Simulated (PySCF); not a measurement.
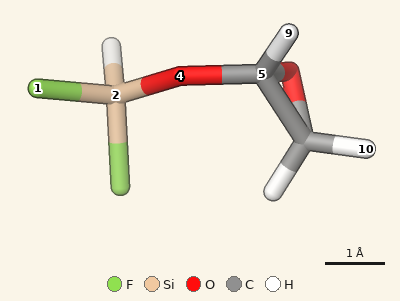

Starting structure of C2H4F2O2Si. A stick model, seen at a tilt.

The start comes from GFN2-xTB. Its atoms were then displaced at random by about 0.01 Å.

Level of theory: PySCF, PBE0-D3(BJ)/def2-SVP geometry optimisation, gas phase.

```xyz
11

F     2.7383    1.3438   -0.0402
Si    1.6717    0.2483   -0.4745
F     1.2400    0.6523   -1.9692
O     0.5006    0.5519    0.5469
C    -0.7304   -0.1022    0.6395
C    -1.6316   -0.2113   -0.5007
O    -0.8655   -1.3022   -0.0028
H     2.2557   -1.0606   -0.4826
H    -1.1281   -0.0293    1.6781
H    -2.6992   -0.2872   -0.3302
H    -1.3135    0.1706   -1.4457
```

> Where does the relaxation end?

Over 5 geometry steps the energy falls by 4.48 kcal/mol. The largest move after the best rigid fit is that of F3, 0.23 Å. By element the largest moves are F 0.23 Å, H 0.20 Å, O 0.15 Å, C 0.06 Å, Si 0.02 Å. Some distances before and after: Si2–O4 1.583 → 1.651 Å, Si2–H8 1.433 → 1.467 Å, C6–H11 1.068 → 1.096 Å, C5–O7 1.368 → 1.393 Å. Bond angles that change, for instance: F1–Si2–O4 100.8° → 104.9°, Si2–O4–C5 127.2° → 123.4°, O4–Si2–H8 118.7° → 115.4°. The run took 82 s on 1 thread of Intel(R) Xeon(R) Processor @ 2.50GHz, on a shared host.

The structure at the end:

```xyz
11

F     2.7618    1.3983   -0.2010
Si    1.6660    0.2564   -0.4539
F     1.1175    0.4543   -1.9556
O     0.4587    0.5805    0.6240
C    -0.7292   -0.1059    0.6568
C    -1.6179   -0.1538   -0.5015
O    -0.7926   -1.2593   -0.1220
H     2.2940   -1.0622   -0.3158
H    -1.1182   -0.1861    1.6795
H    -2.6956   -0.3113   -0.3758
H    -1.3064    0.3634   -1.4160
```

After the run, drawn alike:

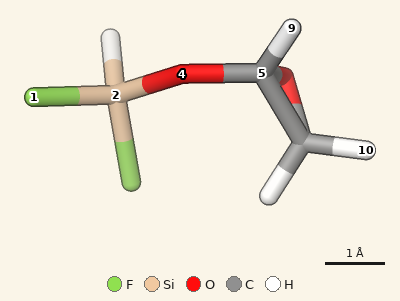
